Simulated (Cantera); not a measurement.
Input: 1 mol SiC, 0.0012 mol O2, 970 mol H2, equilibrated at 2500 Pa.

Cantera equilibrium calculation (NASA polynomials, part measured and part estimated; ideal gas, pure solids and liquids). Candidate condensed phases: C, C6H6, C7H8, C8H18, H2O, Si, SiC, SiO2; 123 gas species. Mutual solubility and eutectic melting of coexisting phases are not modelled. Gases not in the tables: Si2H6 and higher silanes. Equilibrium is a limit: real reactors are often held back by kinetics, nucleation or transport.

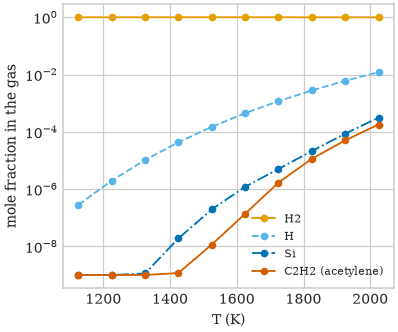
Equilibrium gas composition (values under 1e-9 drawn at 1e-9)

Question: Read off the mole fractions at 1625 K.

Answer: H2 about 1.00, H about 0.00045, Si about 1.2e-6, C2H2 (acetylene) about 1.4e-7.
